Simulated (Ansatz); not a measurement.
C₄H₉NOSi

```xyz
16

C     1.9816   -1.5152    1.7350
C     0.9713   -0.8164    0.8786
C     1.0403    0.4487    0.4810
C     0.0156    1.1097   -0.3691
O     0.1561    2.2600   -0.6773
Si   -1.5836    0.2238   -1.0449
N    -2.5483    1.2834   -1.9890
H     1.5164   -1.8823    2.6529
H     2.3896   -2.3841    1.2133
H     2.8048   -0.8546    2.0041
H     0.1221   -1.4226    0.5743
H     1.8741    1.0828    0.7670
H    -2.3721   -0.2548    0.1145
H    -1.1576   -0.9243   -1.8788
H    -2.2070    1.5842   -2.8822
H    -3.0262    2.0389   -1.5354
```

Method: RHF/def2-SVP in Ansatz.

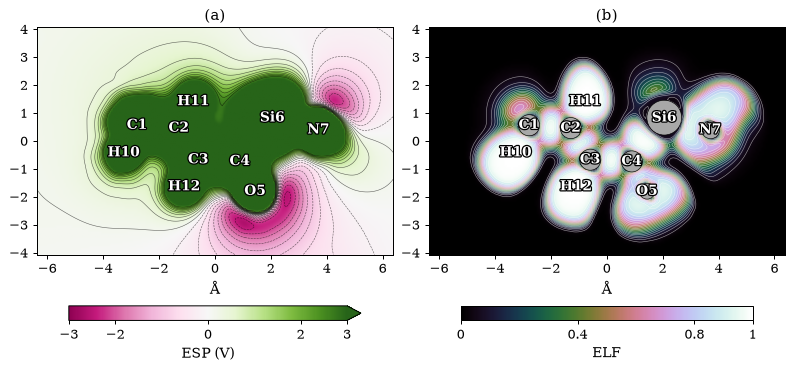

Figure 1. (a) electrostatic potential; (b) ELF on the plane of atoms C4, Si6 and N7. Grey discs cover the atomic cores in the ELF map.

Question: What does the map show?

Answer: Atoms in the plane: C, O, Si, N and H.
C–O (1.20 Å): the ELF peaks at about 0.85 between the atoms (a short, multiple covalent bond).
C–C (1.33 Å): the ELF peaks at about 0.95 between the atoms: a short, multiple covalent bond.
Si–N (1.72 Å): the ELF peaks at about 0.95 between the atoms (a polar covalent bond).
C–Si (1.95 Å): the ELF peaks at about 1 between the atoms, as expected for a covalent bond.
C–C (1.49 Å): the ELF peaks at about 1 between the atoms (a covalent bond).
The ELF also peaks beside O5 and N7, away from the bonds: lone-pair regions.
Outside the dense part of the molecule the potential is most negative (−2.6 V) near O5.

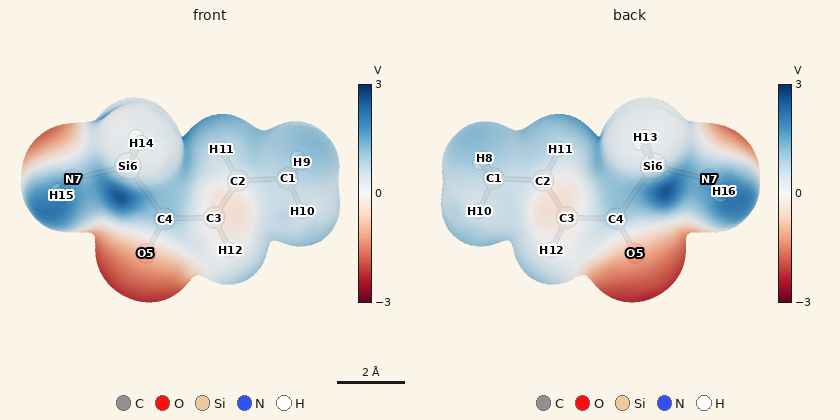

Figure 2. The electrostatic potential painted on the density surface at 0.004 e/bohr³, seen from the front and from behind; red is negative and blue positive.

Question: Which sites attract a positive test charge, and which a negative one?

Answer: A positive charge is drawn to the negative regions and a negative charge to the positive ones. The most negative region (about −2.2 V, or −51 kcal/mol for a unit charge) lies over O5, the most positive (about +2.4 V, or +55 kcal/mol for a unit charge) over Si6. O5 is the likeliest acceptor of a hydrogen bond.

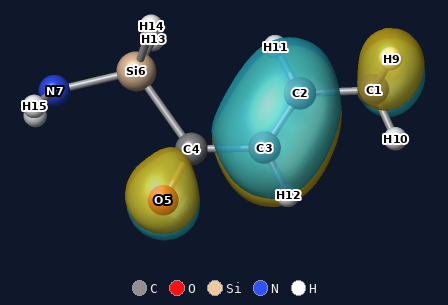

Figure 3. The HOMO−1 at ±0.08 Å⁻³ᐟ² (yellow and cyan are the two phases), seen across its widest extent.

Question: What is the character of this orbital?

Answer: It lies mainly on C3 (about 35 %), C2 (about 30 %) and O5 (about 10 %); π-bonding across C3–C2. Its energy is −10.25 eV.
